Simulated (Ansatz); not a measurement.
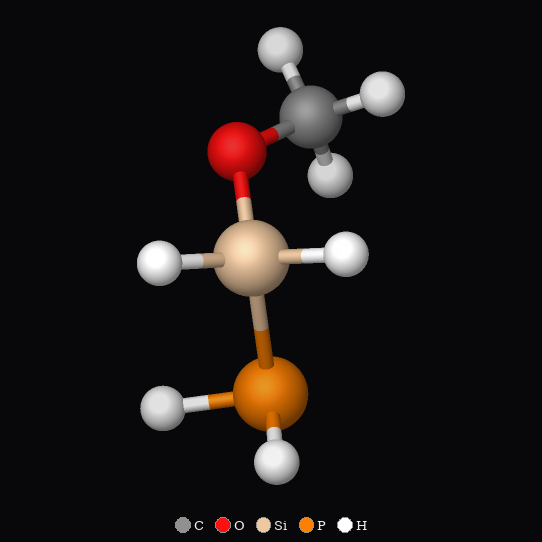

The computed structure is the end point of a PBE-D4/def2-SVP optimisation. No frequency run is at hand to confirm it as a minimum.

Give the structural formula.

SMILES: CO[SiH2]P

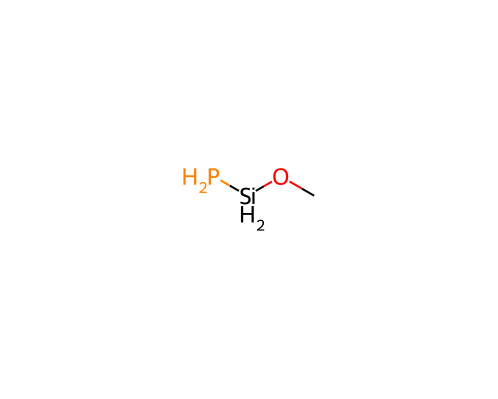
